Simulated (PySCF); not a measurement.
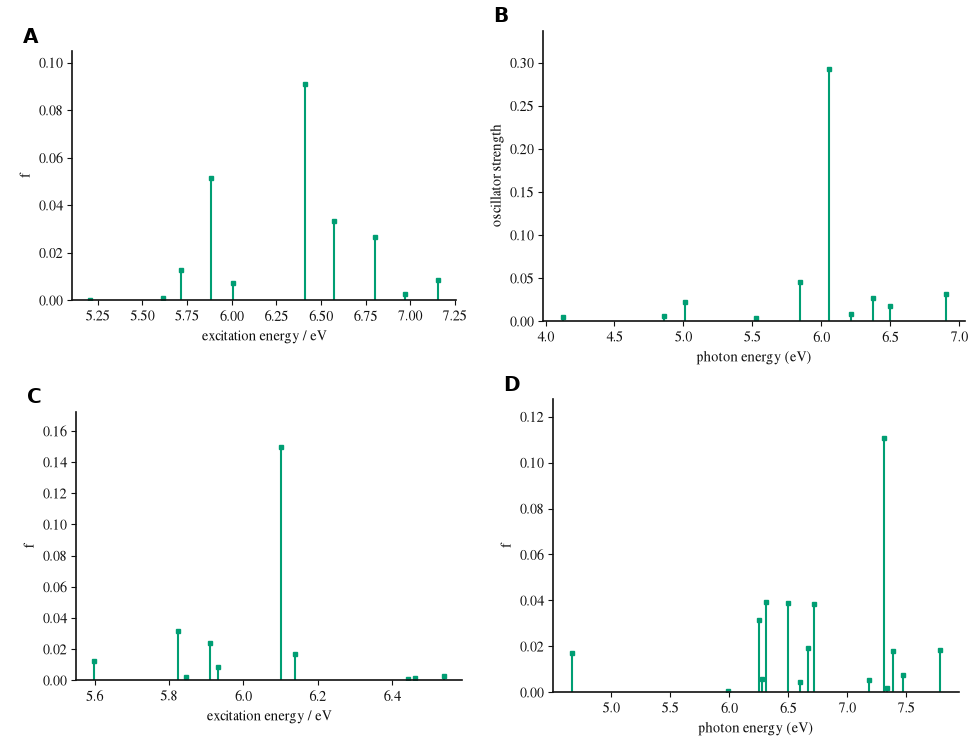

Vertical TDDFT excitations, B3LYP/def2-SVPD, PySCF, at a PBE0-D3(BJ)/def2-SVP geometry (no frequency check), gas phase. Each panel shows the lowest singlet states that were computed.

**Which panel belongs to which molecule?**
1. GaHBrCl, SMILES [Cl][GaH][Br], singlet
2. C₄H₁₀Cl₃GeN (GeCl3(NHtBu)), SMILES CC(C)(C)[NH][Ge]([Cl])([Cl])[Cl], singlet
3. C₃H₄BCl₂N, SMILES [H]/N=C(\C=C)B(Cl)Cl
4. C₉H₁₈OSi₂ (Si(vinyl)3(OSiMe3)), SMILES C=C[Si](C=C)(C=C)O[Si](C)(C)C

A: 1 (S1 at 5.20 eV, brightest at 6.41 eV)
B: 3 (S1 at 4.12 eV, brightest at 6.05 eV)
C: 4 (S1 at 5.60 eV, brightest at 6.10 eV)
D: 2 (S1 at 4.67 eV, brightest at 7.31 eV)

Caveats, for all or some of the runs: core orbitals are frozen in the response; one conformer of a flexible molecule; spin-orbit coupling is left out, and with Br it can shift these levels and split any degenerate set; states above the negative HOMO energy depend on the basis.
